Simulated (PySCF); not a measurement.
**CF2O, SMILES `O=C(F)F`: what the electrons do**

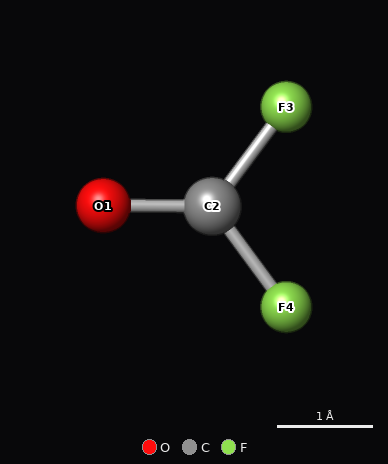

The molecule, with its atoms numbered as below. No frequency check shows the geometry to be a minimum.

Cartesian coordinates (Å):

```
O1       1.3121    0.0004    0.0000
C2       0.1533    0.0001    0.0000
F3      -0.6339   -1.0553    0.0000
F4      -0.6346    1.0549    0.0000
```

## 1. Bonding charge

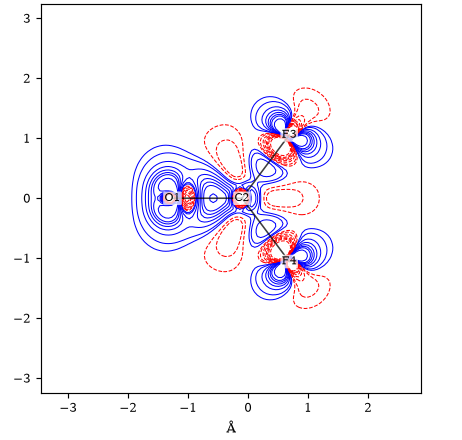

Deformation density (molecule less spherical, spin-averaged free atoms) in the molecular plane; contours at ±0.05 to ±0.8 e/Å³; solid blue lines: gain, dashed red lines: loss.

Level of theory: PBE0/6-31G* (PySCF), at a geometry from GFN2-xTB.

**Describe the bonding that the map shows.**

O1–C2: +0.78 e/Å³ at the bond critical point (bond length 1.16 Å, Mayer order 2.1). C2–F3 and C2–F4: +0.14 e/Å³ at the bond critical point (bond length 1.32 Å, Mayer order 1.0). In all, 0.9 electrons gather in the regions of gain relative to the promolecule. A small or negative value marks a very polar bond, one between electron-rich atoms, whose free-atom densities already overlap strongly, a long bond to a heavier atom, or a closed-shell contact such as a hydrogen bond.

**Where do the Hirshfeld charges lie?**

The highest Hirshfeld charge is on C2 (+0.32 e), the lowest on O1 (−0.22 e).

| atom | charge (e) |
| --- | --- |
| O1 | −0.22 |
| C2 | +0.32 |
| F3 | −0.05 |
| F4 | −0.05 |

## 2. Bond critical points

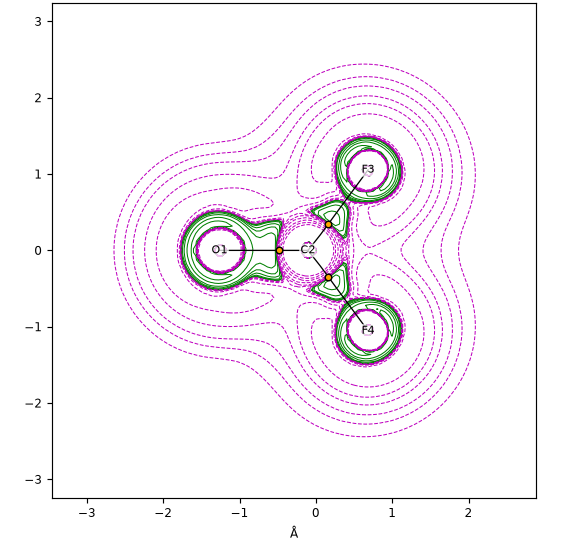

Negative Laplacian of the density (−∇²ρ) in the molecular plane (solid green lines positive, dashed magenta lines negative, contours at ±0.02 to ±8 a.u.), with bond paths and bond critical points (dots).

**At which bond critical points in this plane is charge locally concentrated, and at which depleted?**

Concentrated (∇²ρ < 0): C2–F3 and C2–F4 (−0.08 a.u.). Depleted (∇²ρ > 0): O1–C2 (+0.91 a.u., H = −0.783). A positive Laplacian with clearly negative H marks a strongly polar covalent bond, whose critical point lies close to the core of the less electronegative atom.

**Where along O1–C2 does the critical point lie?**

0.78 Å from O1 and 0.38 Å from C2.

## 3. Local ionisation energy

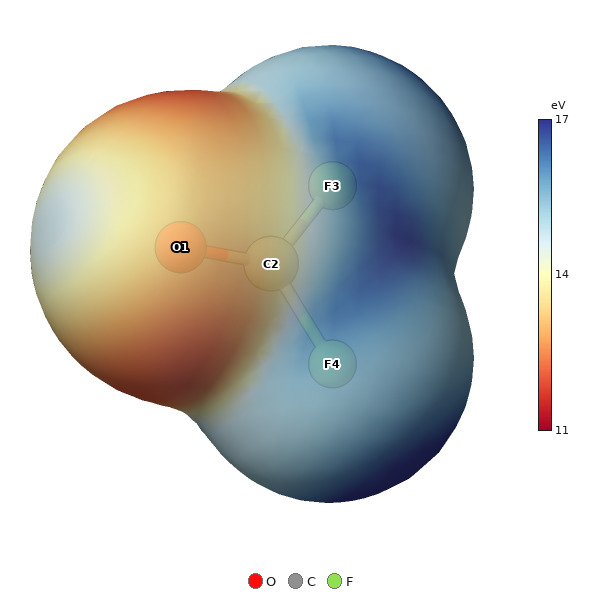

Average local ionisation energy on the surface of electron density 0.001 a.u.

**Where are the most loosely bound electrons on this surface?**

The lowest value is 11.9 eV, 1.8 Å from O1. Further minima include 15.1 eV, 1.6 Å from F4. For comparison, the highest occupied orbital lies at −10.1 eV.

## 4. Excited states

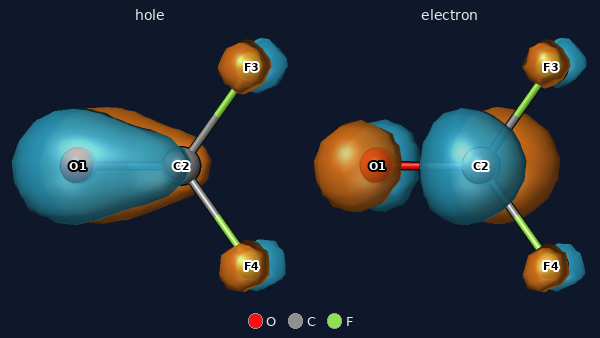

Leading natural transition orbital pair of S₂ (TDHF singlet states); the surfaces enclose about 70 % of each orbital's density.

Computed with PySCF, HF/def2-TZVP, geometry: GFN2-xTB. Without diffuse functions Rydberg states are missing, so the states' numbers hold for this basis only.

**What kind of excitation is it, and where does it lie?**

11.14 eV (111 nm), f = 0.204 (bright), π → π*; the leading pair carries 90 %; hole on O1 (64 %), C2 (21 %) and F3 and F4 (8 % each), electron on C2 (49 %), O1 (32 %) and F3 and F4 (10 % each); their centroids lie 0.5 Å apart. In canonical orbitals it is mainly HOMO−1 → LUMO+1 (87 %). The HOMO–LUMO gap is 19.63 eV.

## 5. In an electric field

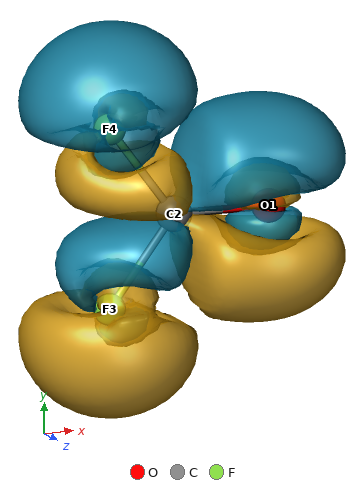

Change of the electron density in a uniform field of 0.21 V/Å, surfaces at ±0.0008 e/Å³ (yellow: gain, teal: loss).

Level of theory: CAM-B3LYP/def2-TZVP (PySCF), at a geometry from GFN2-xTB. A basis without diffuse functions makes polarisabilities too small.

**Along which Cartesian direction does the field point?**

Along +y: electrons gather on the −y side, against the field.

**What dipole is induced, and what polarisability does it imply?**

The induced dipole is 0.17 D (along the field); α along this axis, from the fields in both directions, is 16 bohr³ (2.4 Å³).

**Which atoms gain and lose the most charge?**

Electrons gather most on F3 (Hirshfeld charge changes by −0.007 e) and leave F4 most (+0.008 e); 0.019 electrons are displaced in all.

## 6. Removing or adding an electron

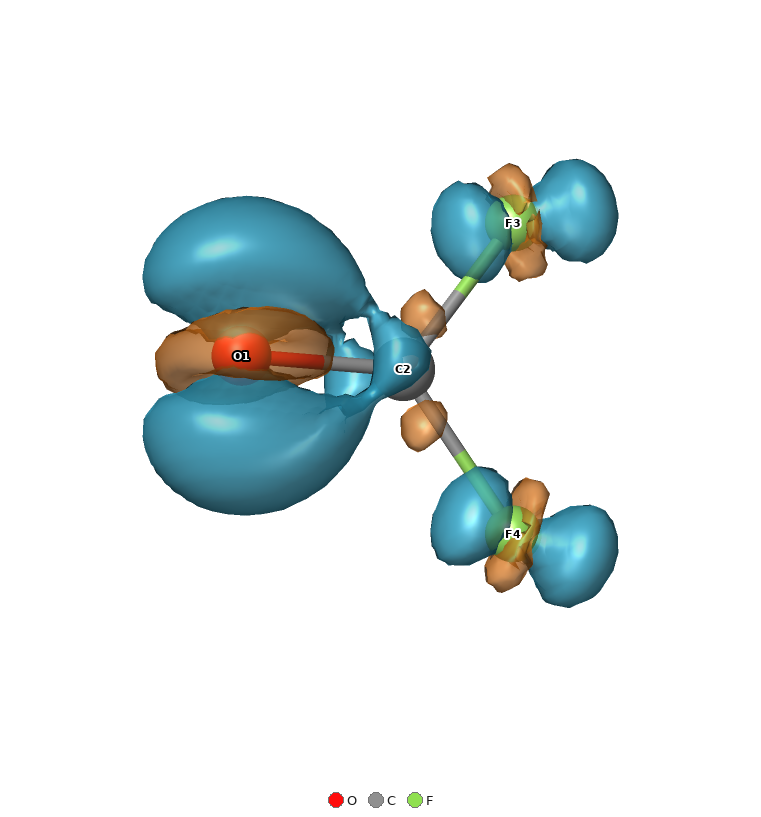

Fukui function f⁻ = ρ(N) − ρ(N−1) at fixed geometry, surfaces at ±0.08 e/Å³ (light blue positive, orange negative).

PySCF calculation, PBE0/def2-SVPD, gas phase; geometry: GFN2-xTB.

**Which atoms respond most to the removal of an electron?**

f⁻ (Hirshfeld-condensed) is largest on O1 (0.48); the vertical ionisation energy is 13.69 eV. Condensed values hint at sites of electrophilic attack but needn't mark the atom that reacts. Orbital relaxation makes it negative in places (0.19 e in all).

```
atom     f⁻  charge
  O1  +0.48   −0.21
  C2  +0.17   +0.34
  F3  +0.17   −0.06
  F4  +0.17   −0.06
```

## 7. Localised orbitals

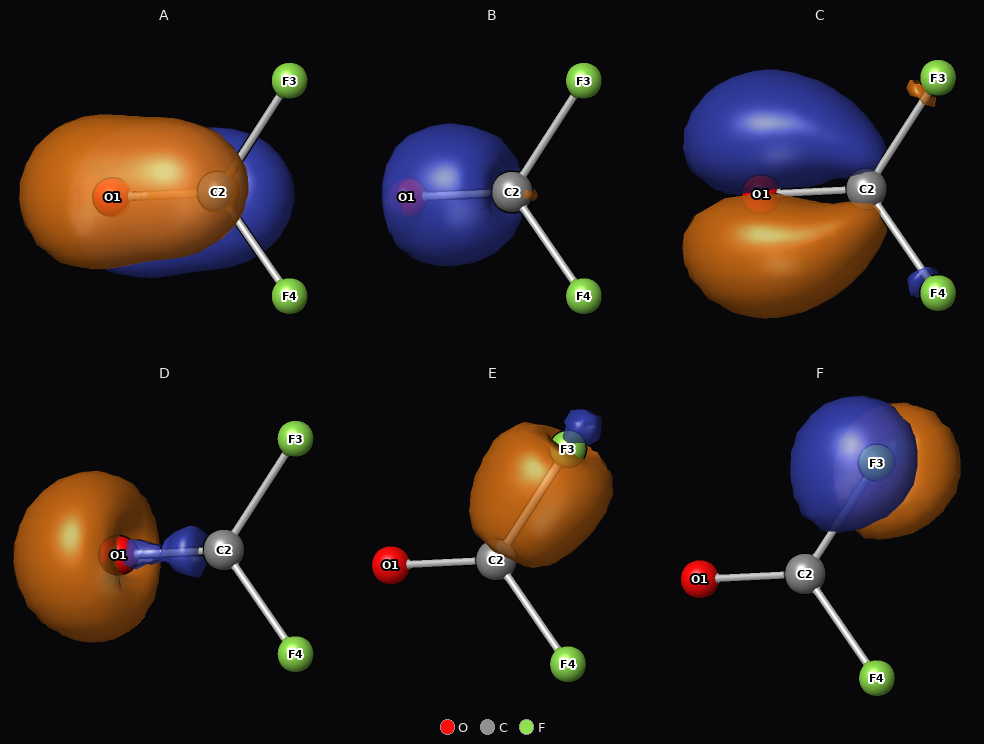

Intrinsic bond orbitals (IBO), occupied; each surface holds about 80 % of the orbital's density. Energies are diagonal elements of the Fock matrix.

Level of theory: B3LYP/def2-SVP (PySCF), at a geometry from GFN2-xTB.

**What does each orbital represent in a Lewis picture?**

By panel:
- A: π bond O1–C2 (O1 67 %, C2 33 %; −12.6 eV)
- B: σ bond O1–C2 (O1 60 %, C2 40 %; −28.8 eV)
- C: lone pair on O1, partly donated to C2 (O1 87 %, C2 11 %; −10.9 eV)
- D: lone pair on O1 (sp0.9-type) (O1 100 %; −15.9 eV)
- E: σ bond F3–C2 (F3 69 %, C2 30 %; −27.8 eV)
- F: lone pair on F3 (p-type) (F3 94 %, C2 5 %; −13.7 eV)

**How do all the valence pairs divide up?**

12 pairs: 7 lone pairs, 3 σ bonds, 1 two-centre π bond and 1 strongly polarised pair.

The PySCF runs shown took 5.7 s, 3.7 min, 23 s, 110 s and 4.6 s on 1 thread of Arm Neoverse N1, with other jobs on the host.
